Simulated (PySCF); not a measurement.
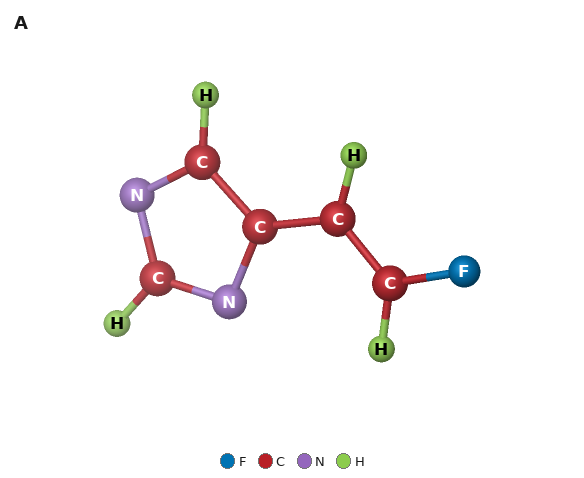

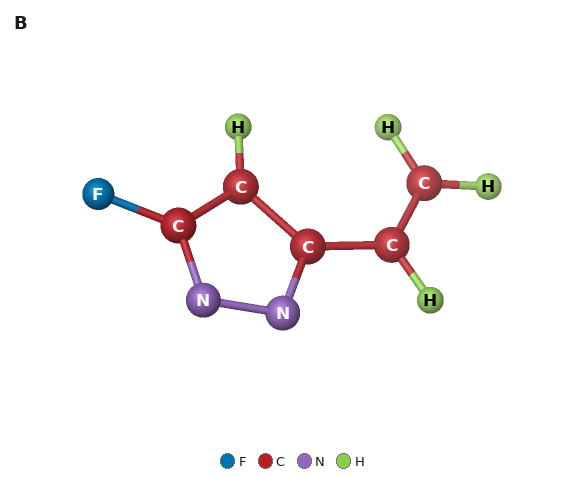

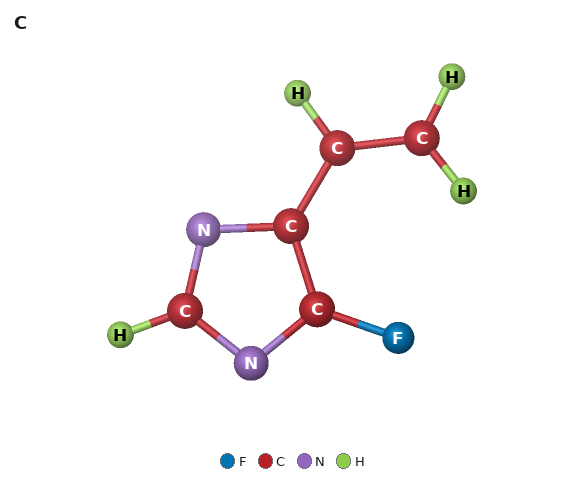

3 stationary structures of one formula. State: charge −1, singlet. Geometries: GFN2-xTB. Electronic energies: CAM-B3LYP/def2-SVPD (PySCF 2.14.0), without zero-point energy. No frequency run is at hand to confirm each as a minimum. Each is one conformer, not always the lowest.

### Are they conformers, stereoisomers or constitutional isomers?

They are constitutional isomers of C5H4FN2(-): A `F/C=C/c1cnc[n-]1`, B `C=Cc1cc(F)[n-]n1`, C `C=Cc1[n-]cnc1F`.

### Rank them by energy, lowest first.

C is lowest; A lies 0.130 eV above it, B lies 0.793 eV above it.
